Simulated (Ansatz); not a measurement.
System: MgGaP.

```cif
data_structure
_symmetry_space_group_name_H-M 'P 1'
_symmetry_Int_Tables_number 1
_cell_length_a 6.8957
_cell_length_b 6.8957
_cell_length_c 4.1666
_cell_angle_alpha 90.000
_cell_angle_beta 90.000
_cell_angle_gamma 120.000
_cell_volume 171.58
loop_
_atom_site_label
_atom_site_type_symbol
_atom_site_fract_x
_atom_site_fract_y
_atom_site_fract_z
_atom_site_occupancy
Ga1 Ga 0.00000 0.00000 0.00000 1
Ga2 Ga 0.66667 0.33333 0.50000 1
Ga3 Ga 0.33333 0.66667 0.50000 1
Mg1 Mg 0.00000 0.25752 0.50000 1
Mg2 Mg 0.25752 0.00000 0.50000 1
Mg3 Mg 0.74248 0.74248 0.50000 1
P1 P 0.00000 0.65638 0.00000 1
P2 P 0.65638 0.00000 0.00000 1
P3 P 0.34362 0.34362 0.00000 1
```

Space group P-62m; built by placing these elements on a known structure type; computed pressure about 2 GPa in this cell.

Theory: DFT, PAW plane waves, PBE in Ansatz.

> What can the converged valence pseudo-density and electron localisation function tell about the bonding?

Ga–P (2.37 Å): ρ is about 0.48 e/Å³ halfway; the ELF peaks at about 0.80 in the valence shell of P, 0.8 Å from its nucleus, and is about 0.60 at the midpoint.
Mg–Ga (2.74 Å): ρ at the midpoint is about 0.19 e/Å³, with its minimum of 0.15 e/Å³ about 1.1 Å from Mg; the ELF is about 0.45 at the midpoint.
Bader's partition of the density gives Ga −0.65 to −0.33, Mg +1.50 and P −1.06 e.

> What Bader charges does the calculation give?

Electrons move from Mg towards Ga and P. Bader charges: Ga −0.65 to −0.33, Mg +1.50 and P −1.06 e.

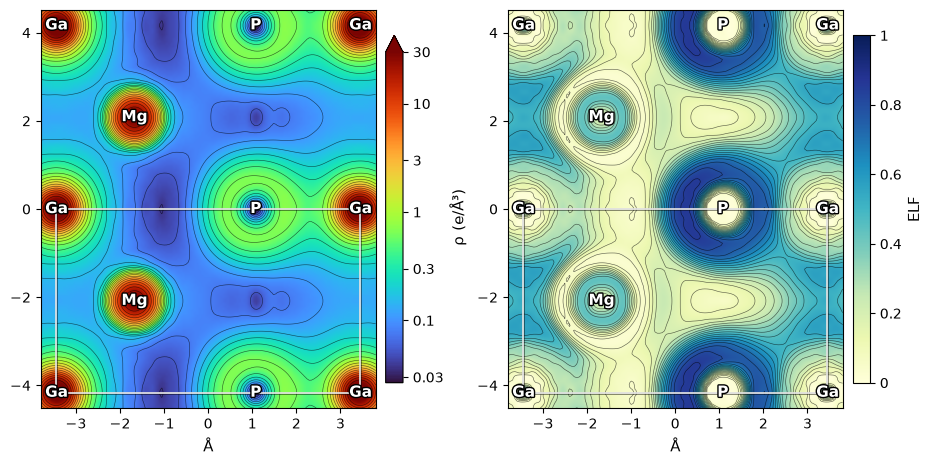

Computed valence pseudo-density and electron localisation function on the (010) plane of the conventional cell, in this order. 

In a PAW calculation such maps are meaningful between the atoms, not at the nuclei.
